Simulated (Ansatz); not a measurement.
# Lattice dynamics of SrPbSe3 (model cell, started as cubic perovskite with Pb in the octahedra)

Aim: the vibrations of SrPbSe3 (model cell, started as cubic perovskite with Pb in the octahedra), their spectra, and whether the structure is stable.

Program: Ansatz 0.2.0. Level of theory: DFT PBE, scalar-relativistic, plane waves, PAW; PAW set soft_1. Results are calculated unless marked as measured.

The structure was built from a prototype and need not be the compound's stable phase.

### 1. Starting point

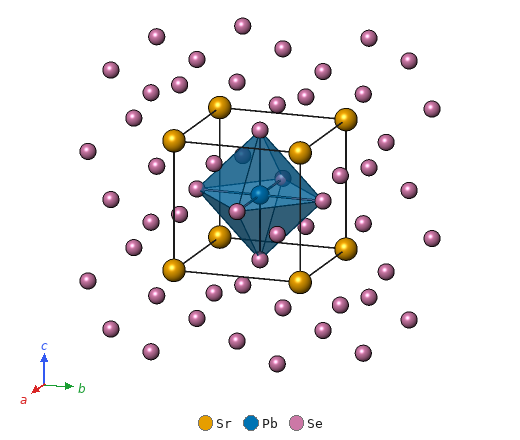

Start, viewed slightly off an axis; strontium orange, lead blue, selenium pink. Some periodic images of atoms are drawn too.

Structure file:

```cif
data_structure
_symmetry_space_group_name_H-M 'Pm-3m'
_symmetry_Int_Tables_number 221
_cell_length_a 5.3998
_cell_length_b 5.3998
_cell_length_c 5.3998
_cell_angle_alpha 90.000
_cell_angle_beta 90.000
_cell_angle_gamma 90.000
_cell_volume 157.45
loop_
_atom_site_label
_atom_site_type_symbol
_atom_site_symmetry_multiplicity
_atom_site_Wyckoff_symbol
_atom_site_fract_x
_atom_site_fract_y
_atom_site_fract_z
_atom_site_occupancy
Sr1 Sr 1 a 0.00000 0.00000 0.00000 1
Pb1 Pb 1 b 0.50000 0.50000 0.50000 1
Se1 Se 3 c 0.50000 0.50000 0.00000 1
```

### 2. Bringing the structure to rest

Harmonic phonons are second derivatives at a point where the forces vanish, and they are wanted at zero stress, so atoms and cell are relaxed first.

File input.yaml:

```yaml
crystal:
  lattice:
    - [5.3998, 0.0, 0.0]
    - [0.0, 5.3998, 0.0]
    - [0.0, 0.0, 5.3998]
  atoms:
    - { symbol: Sr, position: [0.0, 0.0, 0.0] }
    - { symbol: Pb, position: [0.5, 0.5, 0.5] }
    - { symbol: Se, position: [0.5, 0.5, 0.0] }
    - { symbol: Se, position: [0.5, 0.0, 0.5] }
    - { symbol: Se, position: [0.0, 0.5, 0.5] }
kpoints:
  mp_grid: { grid: [8, 8, 8] }
hamiltonian:
  xc: pbe
  pseudopotentials: { kind: paw, azcp: { folder: soft_1 } }
scf:
  occupations: { method: gaussian, width: 0.1 }
output:
  forces: true
  stress: true
  eigenvalues: true
relax:
  adjacent_minimum: "off"
  f_tol: 0.005
  max_steps: 80
  cell: { stress_tol: 0.05 }
```

The run is started by

```sh
ansatz run input.yaml --threads 4 --pin off --max-ram 16384MiB --backend cpu --events-out ev --progress --plain --runs-dir out
```

Numbers of over 12 decimals in the logs are rounded to 6 here.

What it wrote:

```text
Engine: ansatz 0.2.0, aarch64-unknown-linux-gnu
Pseudopotentials: kind: paw
Pseudopotential: Sr, paw, valence charge 10, recommended cutoff 420 eV (normal), soft_1/Sr.paw.azcp
Pseudopotential: Pb, paw, valence charge 14, recommended cutoff 420 eV (normal), soft_1/Pb.paw.azcp
Pseudopotential: Se, paw, valence charge 16, recommended cutoff 420 eV (normal), soft_1/Se.paw.azcp
Functional definition: PBE
  parameter kappa = 0.804
  parameter beta = 0.066725
  exchange = pbe_x(kappa = kappa, mu = beta*pi^2/3)
  correlation = pbe_c(beta = beta)
Crystal: 5 atoms, lattice volume = 157.447 Å³
Basis set: ecut = 420 eV, 3071 PW (Γ), exchange–correlation on 80×80×80 points (8 copies of the dense FFT grid, shifted against one another)
Bands: 44, of which v1, the nominal top of the filled ones, is band 36 counted from 1 (35 counted from 0)
Symmetry: 48 space group operations
Space group: Pm-3m (ITA 221), of the structure as read, at distance tolerance 5.4e-5 Å
k-points: 35 of 512
Non-local potential: Sr, projectors of the file, l = 0: 3, l = 1: 2, l = 2: 2
Non-local potential: Pb, projectors of the file, l = 0: 2, l = 1: 2, l = 2: 2, l = 3: 1
Non-local potential: Se, projectors of the file, l = 0: 2, l = 1: 2, l = 2: 3, l = 3: 1
PAW form: soft (Blöchl's): semilocal exchange-correlation on the pseudo side does not see the compensation charge
PAW one-centre angular grid: Sr, 110 points (default); XC on 64 Gauss nodes
PAW one-centre angular grid: Pb, 590 points (default); XC on 64 Gauss nodes
PAW one-centre angular grid: Se, 590 points (default); XC on 64 Gauss nodes
Initial density: superposition of atomic densities (chi_scale 0.1, normalization cell, long waves kept (reshape's long-wave potential 0.00 eV rms))
Initial wavefunctions: pseudopotential atomic-orbital guess
Functional: x = pbe(κ = 0.804, μ = 0.219515), c = pbe(β = 0.066725)
SCF iter   1: F=—  HF=-31864.236557 eV  |F-HF|=—  |Δ(HF+E_count)|=         —  Δρ=3.05e-2  dr2=3.29e0  ethr=3.10e-3  ⟨swp⟩=9.1  Hψ=7709  notcnv=0
preconditioner: auto → Kerker (q_TF=auto, 2.395 Å⁻¹)  [metal: Δε(μ)=0.014 eV  Ē_g=10.416 eV  σ=0.100 eV  W_gap=0.08  n_scr=32 (ndim 8)  ℏωp=17.3 eV  f_vac=0.001  D(μ)=3.88/eV (n_scr^D=26)]
SCF iter   2: F=—  HF=-31863.562615 eV  |F-HF|=—  |Δ(HF+E_count)|=   6.74e-1  Δρ=1.96e-2  dr2=1.68e0  ethr=3.10e-3  ⟨swp⟩=3.0  Hψ=2192  notcnv=0  defer=53
SCF iter   3: F=—  HF=-31862.980523 eV  |F-HF|=—  |Δ(HF+E_count)|=   5.82e-1  Δρ=5.28e-3  dr2=1.03e-1  ethr=2.33e-3  ⟨swp⟩=4.0  Hψ=3786  notcnv=0  defer=73
SCF iter   4: F=—  HF=-31862.954530 eV  |F-HF|=—  |Δ(HF+E_count)|=   2.60e-2  Δρ=2.00e-3  dr2=1.70e-2  ethr=1.43e-4  ⟨swp⟩=2.4  Hψ=3084  notcnv=0  defer=78
SCF iter   5: F=—  HF=-31862.946822 eV  |F-HF|=—  |Δ(HF+E_count)|=   7.71e-3  Δρ=9.17e-4  dr2=4.47e-3  ethr=2.36e-5  ⟨swp⟩=2.0  Hψ=2747  notcnv=0  defer=78
SCF iter   6: F=—  HF=-31862.945857 eV  |F-HF|=—  |Δ(HF+E_count)|=   9.65e-4  Δρ=5.26e-4  dr2=1.09e-3  ethr=6.21e-6  ⟨swp⟩=2.1  Hψ=2787  notcnv=0  defer=77
SCF iter   7: F=—  HF=-31862.945850 eV  |F-HF|=—  |Δ(HF+E_count)|=   6.92e-6  Δρ=1.55e-4  dr2=6.39e-5  ethr=1.51e-6  ⟨swp⟩=2.4  Hψ=2478  notcnv=0  defer=77
SCF iter   8: F=—  HF=-31862.945937 eV  |F-HF|=—  |Δ(HF+E_count)|=   8.70e-5  Δρ=3.69e-5  dr2=4.58e-6  ethr=8.87e-8  ⟨swp⟩=2.0  Hψ=2277  notcnv=0  defer=77
SCF iter   9: F=—  HF=-31862.945939 eV  |F-HF|=—  |Δ(HF+E_count)|=   2.02e-6  Δρ=9.27e-6  dr2=1.46e-7  ethr=6.36e-9  ⟨swp⟩=2.0  Hψ=2191  notcnv=0  defer=77
SCF iter  10: F=-31862.945939 eV  HF=-31862.945939 eV  |F-HF|=1.91e-8  |Δ(HF+E_count)|=   3.53e-7  Δρ=2.00e-6  dr2=6.39e-9  ethr=1.39e-10  ⟨swp⟩=14.8  Hψ=8436  notcnv=0
SCF 1 converged in 10 iterations: F = -31862.945939 eV  dr2 = 6.39e-9
  greatest PAW one-centre occupation: 1.000 electrons in one spin orbital (limit 2), on the Se atom at site 3 (counted from 0), in its partial waves of l = 2
relax step   1: F+E_penalty+E_count = -31862.94593949 eV  Δ(F+E_penalty+E_count) = +0.000e0 eV  max|allowed force component| = 1.468e-27 eV/Å  Δτ_max = 0.0000 Å  P = +1.361 GPa  Ω = 157.447 Å³  (10 SCF iters, dr2 threshold 1.00e-7 eV, accepted)
Crystal: 5 atoms, lattice volume = 162.766 Å³
Basis set: ecut = 420 eV, 3191 PW (Γ), exchange–correlation on 80×80×80 points (8 copies of the dense FFT grid, shifted against one another)
Initial density: handed on by an earlier stage of this run
Initial wavefunctions: those handed on with the density
iter 1 solved again at ethr=9.00e-6 eV; its pass at ethr=3.10e-3 eV (dr2=6.48e-3 eV) is discarded
SCF iter   1: F=—  HF=-31862.969539 eV  |F-HF|=—  |Δ(HF+E_count)|=         —  Δρ=1.08e-3  dr2=6.57e-3  ethr=9.00e-6  ⟨swp⟩=2.1  Hψ=7741  notcnv=0
preconditioner: auto → LDOS  [metal: Δε(μ)=0.011 eV  Ē_g=13.454 eV  σ=0.100 eV  W_gap=0.06  n_scr=32 (ndim 8)  ℏωp=18.4 eV  f_vac=0.043  D(μ)=4.08/eV (n_scr^D=26)  β→1.0]
SCF iter   2: F=—  HF=-31862.967035 eV  |F-HF|=—  |Δ(HF+E_count)|=   2.50e-3  Δρ=4.35e-4  dr2=4.14e-4  ethr=9.00e-6  ⟨swp⟩=2.1  Hψ=2258  notcnv=0
SCF iter   3: F=—  HF=-31862.967018 eV  |F-HF|=—  |Δ(HF+E_count)|=   1.74e-5  Δρ=1.13e-4  dr2=1.85e-5  ethr=5.76e-7  ⟨swp⟩=2.0  Hψ=2288  notcnv=0
SCF iter   4: F=—  HF=-31862.967011 eV  |F-HF|=—  |Δ(HF+E_count)|=   6.66e-6  Δρ=2.05e-5  dr2=9.88e-7  ethr=2.56e-8  ⟨swp⟩=2.0  Hψ=2795  notcnv=0
SCF iter   5: F=-31862.967011 eV  HF=-31862.967011 eV  |F-HF|=5.25e-8  |Δ(HF+E_count)|=   3.39e-7  Δρ=8.78e-6  dr2=1.13e-7  ethr=6.94e-10  ⟨swp⟩=8.9  Hψ=8143  notcnv=0
SCF 2 converged in 5 iterations: F = -31862.967011 eV  dr2 = 1.13e-7
  greatest PAW one-centre occupation: 1.000 electrons in one spin orbital (limit 2), on the Se atom at site 2 (counted from 0), in its partial waves of l = 2
relax step   2: F+E_penalty+E_count = -31862.96701073 eV  Δ(F+E_penalty+E_count) = -2.107e-2 eV  max|allowed force component| = 3.434e-29 eV/Å  Δτ_max = 0.0000 Å  P = -0.023 GPa  Ω = 162.766 Å³  energy of the carried Pulay correction = -3.591e-4 eV  (5 SCF iters, dr2 threshold 5.00e-7 eV, accepted)
Initial wavefunctions: pseudopotential atomic-orbital guess (no wavefunctions were taken with the density)
iter 1 solved again at ethr=3.16e-6 eV; its pass at ethr=3.10e-3 eV (dr2=2.27e-3 eV) is discarded
SCF iter   1: F=—  HF=-31862.954856 eV  |F-HF|=—  |Δ(HF+E_count)|=         —  Δρ=5.33e-4  dr2=1.72e-5  ethr=3.16e-6  ⟨swp⟩=3.0  Hψ=10713  notcnv=0
eigensolver tolerance schedule: the retry pair's looser diagonalisation over-reported the residual by 130.85 of it (diagonalisation noise at 0.15 of the residual, at the tolerance the schedule requests for it); recorded, not acted on — ethr = c·dr2/N_el stays at c = 1.0e-1
preconditioner: auto → LDOS  [metal: Δε(μ)=0.010 eV  Ē_g=13.410 eV  σ=0.100 eV  W_gap=0.06  n_scr=32 (ndim 8)  ℏωp=18.4 eV  f_vac=0.041  D(μ)=3.97/eV (n_scr^D=26)  β→1.0]
SCF iter   2: F=—  HF=-31862.967347 eV  |F-HF|=—  |Δ(HF+E_count)|=   1.25e-2  Δρ=4.09e-5  dr2=7.55e-6  ethr=2.39e-8  ⟨swp⟩=2.9  Hψ=2679  notcnv=0
SCF iter   3: F=—  HF=-31862.967331 eV  |F-HF|=—  |Δ(HF+E_count)|=   1.59e-5  Δρ=2.40e-5  dr2=1.04e-6  ethr=1.05e-8  ⟨swp⟩=2.0  Hψ=1868  notcnv=0
SCF iter   4: F=—  HF=-31862.967347 eV  |F-HF|=—  |Δ(HF+E_count)|=   1.61e-5  Δρ=5.29e-6  dr2=7.06e-8  ethr=1.45e-9  ⟨swp⟩=2.0  Hψ=2742  notcnv=0
SCF iter   5: F=—  HF=-31862.967347 eV  |F-HF|=—  |Δ(HF+E_count)|=   2.79e-8  Δρ=1.46e-6  dr2=2.96e-9  ethr=9.80e-11  ⟨swp⟩=2.0  Hψ=2810  notcnv=0
SCF iter   6: F=—  HF=-31862.967347 eV  |F-HF|=—  |Δ(HF+E_count)|=   6.53e-9  Δρ=3.15e-7  dr2=1.49e-10  ethr=4.11e-12  ⟨swp⟩=2.1  Hψ=2721  notcnv=0
SCF iter   7: F=-31862.967347 eV  HF=-31862.967347 eV  |F-HF|=1.46e-11  |Δ(HF+E_count)|=  2.73e-10  Δρ=1.01e-7  dr2=1.54e-11  ethr=1.00e-12  ⟨swp⟩=7.0  Hψ=6824  notcnv=0
SCF 3 converged in 7 iterations: F = -31862.967347 eV  dr2 = 1.54e-11
relax step   3: F+E_penalty+E_count = -31862.96734741 eV  Δ(F+E_penalty+E_count) = -3.367e-4 eV  max|allowed force component| = 7.436e-29 eV/Å  Δτ_max = 0.0000 Å  P = -0.025 GPa  Ω = 162.766 Å³  stress off target by 2.46e-2 GPa  SCF on the basis re-selected at this cell (its energy is not comparable with the rows above)  (7 SCF iters)
basis re-selected at this cell: Δ(F+E_penalty+E_count) = -3.367e-4 eV, ΔP = -0.001 GPa vs the last step (what re-selecting the basis moved, of the pressure what is left beyond the Pulay correction that the steps carried, after the strain that the cell walked since its last selection, with what the two solves' SCF thresholds leave and, on support functions, any second-order correction that the steps lacked; it is no m [...]
SCF converged after 7 iterations
Free energy (F): -31862.967347 eV
Harris-Foulkes:  -31862.967347 eV  (|F-HF|=1.46e-11)
Internal energy: -31862.947485 eV  (E = F + TS)
E sigma→0 (E₀):  -31862.957416 eV
Entropy (-TS):   -0.019863 eV (-3.973 meV/atom)
Fermi energy:    6.315492 eV
--- Per-component energies (eV) ---
  E_band       = -1408.882355
  E_kinetic    = 854.530463
  E_local      = -11141.893843  (includes V_loc(G=0)·N_el)
  E_nonlocal   = -522.529587
  E_hartree    = 5423.331091
  E_xc         = -633.144691
  E_vxc        = -560.686873  (∫ρ·V_xc dr)
  E_paw        = -19478.934743  (= ΣΔE_a)
  E_vpaw       = -884.963703  (= ΣTr[D̂ρ^β])
  E_aug_tail   = -0.001158  (compensation charges beyond the density's cutoff)
  E_ewald      = -6364.305017
  E_smearing   = -0.019863  (= −TS)
  E_closure    = 0.000000  (closes the sum)
  Σ components = -31862.967347   (vs F -31862.967347, Δ=0.00e0)
--- Forces (eV/Å), atoms counted from 1 ---
  atom   1  Sr    -0.00000000     0.00000000    -0.00000000
  atom   2  Pb     0.00000000     0.00000000     0.00000000
  atom   3  Se    -0.00000000     0.00000000    -0.00000000
  atom   4  Se     0.00000000     0.00000000    -0.00000000
  atom   5  Se    -0.00000000     0.00000000    -0.00000000
  max |Σ_I F_I| component: 9.10e-29 eV/Å
--- Stress (GPa, compression-positive) ---
       -0.024558       0.000000       0.000000
        0.000000      -0.024558       0.000000
        0.000000       0.000000      -0.024558
  P = ⅓ Tr σ = -0.0246 GPa (-0.246 kbar)
--- Band table (eV; the first three rows and the last of 35) ---
  k-point 0: bands = [... 32 lower, 5.5343, 5.5343, 5.6741, 5.6741, 5.6741, 8.0582, 9.2217, 9.2217, ... 4 higher]
  k-point 1: bands = [... 32 lower, 5.4725, 5.4725, 5.5694, 5.6367, 5.6367, 8.3590, 9.3244, 9.4170, ... 4 higher]
  k-point 2: bands = [... 32 lower, 5.3007, 5.3007, 5.5768, 5.5768, 5.5940, 9.0439, 9.5948, 9.8874, ... 4 higher]
  k-point 34: bands = [... 32 lower, 5.9239, 6.5649, 6.5649, 6.5649, 8.5976, 8.6581, 8.6581, 8.6581, ... 4 higher]
--- Relaxed structure (2 steps of the walk, 2 accepted, 1 SCFs on fresh bases) ---
  F+E_penalty+E_count = -31862.96734741 eV   max|allowed force component| = 7.436e-29 eV/Å   (the final SCF, on the basis selected at the relaxed cell)
  cell:  # Å, volume = 162.7663 Å³
    - [5.459943, 0, 0]
    - [0, 5.459943, 0]
    - [0, 0, 5.459943]
  atoms:
    - { symbol: Sr, position: [0, 0, 0] }
    - { symbol: Pb, position: [0.5, 0.5, 0.5] }
    - { symbol: Se, position: [0.5, 0.5, 0] }
    - { symbol: Se, position: [0.5, 0, 0.5] }
    - { symbol: Se, position: [0, 0.5, 0.5] }
```

Run time: 15 s. Hardware: 4 threads of Arm Neoverse V1, shared host; peak memory 0.62 GiB; 60 s of CPU time.

The steps of the relaxation:

```
step  energy less that of the first step (eV)  largest force component (eV/Å)  pressure (GPa)  volume (Å³)
   1                                   0.0000                          0.0000            1.36       157.45
   2                                  -0.0211                          0.0000           -0.02       162.77
  3*                                  -0.0214                          0.0000           -0.02       162.77
```

Relaxation steps marked * repeat the geometry before them on a plane-wave basis chosen anew for their cell, so energy and pressure can jump there.

Forces are held to the 48 operations that the run works with; a distortion that breaks them can't arise in this run.

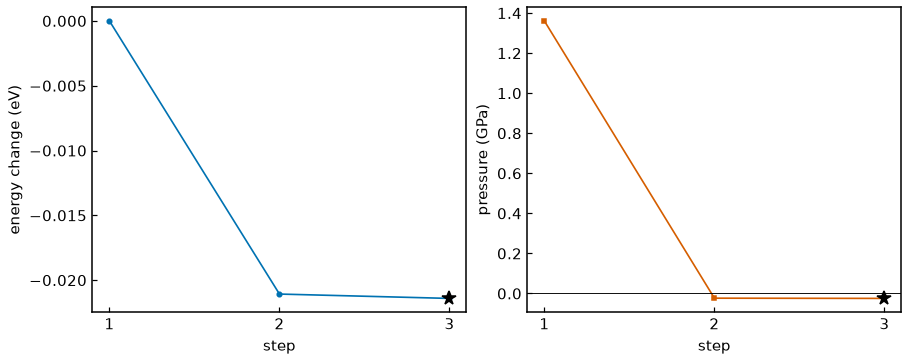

Energy and pressure along the relaxation. Stars mark steps on a basis chosen anew.

| conventional cell, symmetrised | before | after | change |
| --- | --- | --- | --- |
| a (Å) | 5.400 | 5.460 | +1.1 % |
| b (Å) | 5.400 | 5.460 | +1.1 % |
| c (Å) | 5.400 | 5.460 | +1.1 % |
| volume (Å³/atom) | 31.49 | 32.55 | +3.4 % |

Numbers from this step:

```yaml
pressure: -0.02456 GPa
volume_per_atom: 32.55 Å³
gap_on_the_k_mesh: 0 eV
```

In this step the volume went from 31.49 to 32.55 Å³/atom.

### 3. Tight relaxation

Phonons need a cell at rest on their own settings, so the relaxation is repeated with tight tolerances on forces and stress, using the mesh and the filling of the phonon run that follows.

input.yaml, the sections that differ from step 2:

```yaml
crystal:
  lattice:
    - [5.45994331, 0.0, 0.0]
    - [0.0, 5.45994331, 0.0]
    - [0.0, 0.0, 5.45994331]
  atoms:
    - { symbol: Sr, position: [0.0, 0.0, 0.0] }
    - { symbol: Pb, position: [0.5, 0.5, 0.5] }
    - { symbol: Se, position: [0.5, 0.5, 0.0] }
    - { symbol: Se, position: [0.5, 0.0, 0.5] }
    - { symbol: Se, position: [0.0, 0.5, 0.5] }
scf:
  occupations: { method: methfessel_paxton, width: 0.2 }
relax:
  adjacent_minimum: "off"
  f_tol: 0.001
  max_steps: 60
  cell: { stress_tol: 0.01 }
# kpoints, hamiltonian, output: as in step 2
```

What it wrote:

```text
[...]
Crystal: 5 atoms, lattice volume = 162.766 Å³
Basis set: ecut = 420 eV, 3191 PW (Γ), exchange–correlation on 80×80×80 points (8 copies of the dense FFT grid, shifted against one another)
Bands: 44, of which v1, the nominal top of the filled ones, is band 36 counted from 1 (35 counted from 0)
Symmetry: 48 space group operations
[...]
k-points: 35 of 512
[...]
--- Relaxed structure (2 steps of the walk, 2 accepted, 1 SCFs on fresh bases) ---
[...]
cell:  # Å, volume = 162.5668 Å³
    - [5.457712, 0.0, 0.0]
    - [0, 5.457712, 0]
    - [0.0, 0, 5.457712]
  atoms:
    - { symbol: Sr, position: [0, 0, 0] }
    - { symbol: Pb, position: [0.5, 0.5, 0.5] }
    - { symbol: Se, position: [0.5, 0.5, 0] }
    - { symbol: Se, position: [0.5, 0, 0.5] }
    - { symbol: Se, position: [0, 0.5, 0.5] }
[key lines of the parts left out:]
SCF converged after 8 iterations
Free energy (F): -31862.961142 eV
Fermi energy:    6.321536 eV
P = ⅓ Tr σ = -0.0023 GPa (-0.023 kbar)
```

The job ended after 16 s (4 threads; peak memory 0.62 GiB).

Little changed from the start: no atom moved by 0.005 Å and no cell edge by 0.1 %.

This step gave:

```
pressure        : -0.002307 GPa
volume per atom : 32.51 Å³
```

The forces vanish by symmetry and the pressure is -0.002 GPa, within the tolerances set. The cell now holds 32.51 Å³/atom.

(Part 1 of 2 ends here.)

[Logs are printed without paths, hosts, clocks, repeated set-up lines and the standing remarks that a program may print on its own settings, such as how far it seeks lower states.]

[Hosts, paths, dates, database ids (printed as entryN), source tags and the programs' standing remarks are cut or masked in the printed files.]
